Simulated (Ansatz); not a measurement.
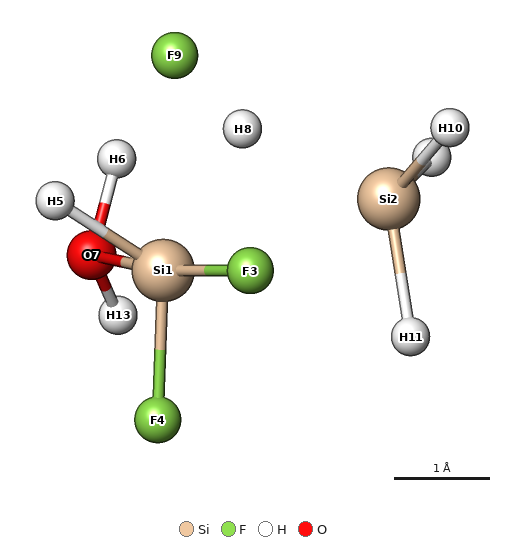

Fig. 1: The structure (ball-and-stick view, seen at a tilt; atoms are numbered from 1 in the order of the input). Bond lengths as drawn: F–Si 1.60 to 1.63 Å, H–O 0.96 to 1.09 Å, H–Si 1.47 to 1.49 Å and O–Si 1.88 Å.

# What a change does: single-point calculation on Si2H7OF3

System: Si2H7OF3.
Method of run 1: RHF/STO-3G (Ansatz 0.2.0).

The geometry comes from this level: PBE0-D4/def2-TZVP. Text and figures count atoms from 1; the logs count them from 0 in places.

The input, run 1:
```yaml
crystal:
  periodic: [false, false, false]
  atoms:
    - {symbol: Si, position_ang: [-1.166000, 0.203794, -0.209188]}
    - {symbol: Si, position_ang: [1.124187, -0.920264, -0.799042]}
    - {symbol: F, position_ang: [-1.485597, -1.007732, -1.250891]}
    - {symbol: F, position_ang: [-1.368124, 1.404744, -1.245591]}
    - {symbol: H, position_ang: [-2.182503, -0.104787, 0.801592]}
    - {symbol: H, position_ang: [0.110925, 0.805943, 1.662359]}
    - {symbol: O, position_ang: [-0.439000, 1.458194, 0.990567]}
    - {symbol: H, position_ang: [0.393347, -0.576544, 0.747457]}
    - {symbol: F, position_ang: [0.577685, -0.335170, 2.006995]}
    - {symbol: H, position_ang: [0.940243, -2.365059, -1.037417]}
    - {symbol: H, position_ang: [0.925560, -0.111771, -2.028924]}
    - {symbol: H, position_ang: [2.468816, -0.611335, -0.249907]}
    - {symbol: H, position_ang: [0.100262, 2.159986, 0.611990]}
basis:
  gaussian: {orbitals: STO-3G}
hamiltonian: {xc: hf}
```

Command:
```bash
ansatz run in.yaml --threads 4 --pin off --events-out ev --progress --plain --max-ram 46080MiB --backend cpu
```

Hardware: 4 CPU threads, shared host.

Output (run 1):
```
Functional definition: HF
  exchange = exact_x
  correlation = 0
586 factors; integrals over basis functions are off by at most 4.0e-5 eV
mean field evaluation 1: about -25656.8403 eV, gradient 3.2e1 eV
mean field evaluation 2: about -25657.0549 eV, gradient 3.2e1 eV
mean field evaluation 4: about -25661.7489 eV, gradient 1.7e0 eV
mean field evaluation 8: about -25661.7637 eV, gradient 1.6e-4 eV
mean field -25661.76372440 eV, -943.0524227035 hartree, gradient 1.8e-5 eV, S^2 0.000000; 0 other end points of the search recorded, 0 dependent functions left out
reference -25661.76372440 eV, -943.0524227035 hartree; 35, 35 occupied and 10, 10 virtual orbitals, 586 factors
Total energy: -25661.76372440 eV, -943.0524227035 hartree
```

The input of run 2 differs as follows (lines with − go, lines with + come):
```diff
-    - {symbol: Si, position_ang: [-1.166000, 0.203794, -0.209188]}
-    - {symbol: Si, position_ang: [1.124187, -0.920264, -0.799042]}
-    - {symbol: F, position_ang: [-1.485597, -1.007732, -1.250891]}
-    - {symbol: F, position_ang: [-1.368124, 1.404744, -1.245591]}
-    - {symbol: H, position_ang: [-2.182503, -0.104787, 0.801592]}
-    - {symbol: H, position_ang: [0.110925, 0.805943, 1.662359]}
-    - {symbol: O, position_ang: [-0.439000, 1.458194, 0.990567]}
-    - {symbol: H, position_ang: [0.393347, -0.576544, 0.747457]}
-    - {symbol: F, position_ang: [0.577685, -0.335170, 2.006995]}
-    - {symbol: H, position_ang: [0.940243, -2.365059, -1.037417]}
-    - {symbol: H, position_ang: [0.925560, -0.111771, -2.028924]}
-    - {symbol: H, position_ang: [2.468816, -0.611335, -0.249907]}
-    - {symbol: H, position_ang: [0.100262, 2.159986, 0.611990]}
+    - {symbol: Si, position_ang: [-1.386632, -0.134687, -0.699122]}
+    - {symbol: Si, position_ang: [0.809379, -0.864799, -1.060637]}
+    - {symbol: F, position_ang: [-2.344263, -1.100918, -1.544000]}
+    - {symbol: F, position_ang: [-1.645062, 1.313789, -1.323232]}
+    - {symbol: H, position_ang: [-1.906156, -0.180312, 0.683232]}
+    - {symbol: H, position_ang: [0.311121, 1.342304, 1.607035]}
+    - {symbol: O, position_ang: [0.273720, 1.489427, 0.654904]}
+    - {symbol: H, position_ang: [1.150735, -0.738401, 1.845536]}
+    - {symbol: F, position_ang: [0.908154, -0.320969, 2.641463]}
+    - {symbol: H, position_ang: [0.851470, -2.098024, -1.890710]}
+    - {symbol: H, position_ang: [1.659980, 0.182109, -1.674134]}
+    - {symbol: H, position_ang: [1.425650, -1.247437, 0.251823]}
+    - {symbol: H, position_ang: [-0.108296, 2.357918, 0.507843]}
```

Predict how the results change.

With the same method and basis, run 2 lies 86.9 kcal/mol lower.

Output (run 2):
```
Functional definition: HF
  exchange = exact_x
  correlation = 0
571 factors; integrals over basis functions are off by at most 4.0e-5 eV
mean field evaluation 1: about -25660.9484 eV, gradient 3.2e1 eV
mean field evaluation 2: about -25661.0817 eV, gradient 3.2e1 eV
mean field evaluation 4: about -25665.5190 eV, gradient 1.5e0 eV
mean field evaluation 8: about -25665.5316 eV, gradient 5.3e-4 eV
mean field -25665.53157384 eV, -943.1908886165 hartree, gradient 2.3e-5 eV, S^2 0.000000; 0 other end points of the search recorded, 0 dependent functions left out
reference -25665.53157384 eV, -943.1908886165 hartree; 35, 35 occupied and 10, 10 virtual orbitals, 571 factors
Total energy: -25665.53157384 eV, -943.1908886165 hartree
```

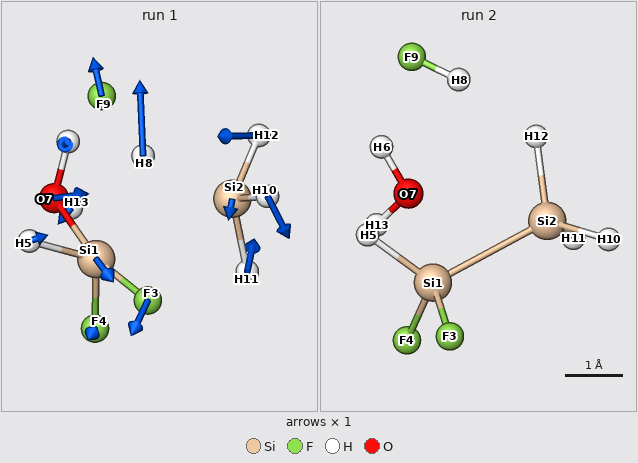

Fig. 2: The two input geometries at one scale (ball-and-stick view, seen at a tilt). The blue arrows on the first give the shifts of the atoms after the best rigid fit, at true length. The largest move after the best rigid fit is that of H8, 1.36 Å. Largest moves by element: H 1.36 Å, F 0.88 Å, O 0.72 Å, Si 0.67 Å. Among the contacts that change: Si1–O7 1.882 → 2.688 Å, H8–F9 1.296 → 0.931 Å, Si1–Si2 2.618 → 2.342 Å, H6–O7 1.086 → 0.964 Å.

The two runs side by side:

| quantity | run 1 | run 2 |
| --- | --- | --- |
| outcome | converged | converged |
| total energy (hartree) | −943.052423 | −943.190889 |
| basis functions | 45 | 45 |
